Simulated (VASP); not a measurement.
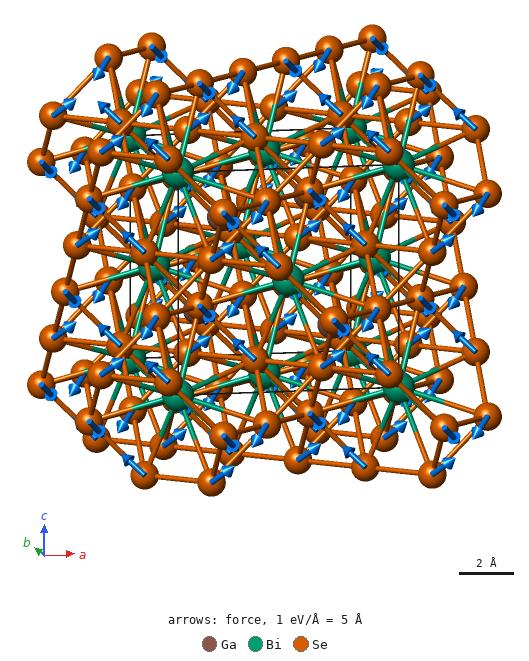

Starting geometry of solid GaBiSe4 (a generated structure, set up in F-43m) with the computed forces as blue arrows. Style: ball-and-stick. Shown: the conventional cell (4 times the calculation's cell), slightly off an axis. Lengths and directions refer to the drawn axes.

The run lets cell and atoms move.

Theory: Kohn-Sham DFT of a periodic cell, PBE, VASP PAW PBE potentials, recommended in VASP 6.6.1.

Input file:
```
SYSTEM = GaBiSe4
PREC = Normal ; ENCUT = 520
EDIFF = 1E-4 ; ISMEAR = 0
SIGMA = 0.15 ; LREAL = .FALSE.
LASPH = .TRUE. ; NELM = 60
ALGO = Fast ; ISIF = 3
LWAVE = .FALSE. ; LCHARG = .FALSE.
GGA = PE ; IBRION = 2
NSW = 24 ; EDIFFG = -0.08
```

Launched with:
```bash
cat potpaw_PBE.64/Ga_d/POTCAR potpaw_PBE.64/Bi_d/POTCAR potpaw_PBE.64/Se/POTCAR > POTCAR
mpirun -np 1 vasp_std > vasp.out
```

**What follows when this structure is relaxed?**

It isn't relaxed: the largest force vector, on Se atoms, is 0.26 eV/Å. The atoms end up moving mostly along the starting forces (cosine between the two patterns 1.00). Over 6 geometry steps the energy falls by 0.111 eV per cell of the calculation. Largest force component: 0.15 eV/Å at the start, 0.039 eV/Å at the end. Pressure: −2.53 GPa at the start and 0.20 GPa at the end. The largest moves relative to the cell, 0.060 Å, are those of Se atoms. Ga and Bi stay in place. The drawn cell changes as follows: a = b = c 8.453 → 8.301 Å (−1.8 %); the volume changes by −5.3 %. Among the contacts that change: Se–Se 3.001 → 2.848 Å, Bi–Se 3.506 → 3.433 Å, Se–Se 2.977 → 3.022 Å. The space group stays F-43m (No. 216). It ran on 1 thread of Intel(R) Xeon(R) Platinum 8259CL CPU @ 2.50GHz (Skylake/Cascade Lake), on a shared host.
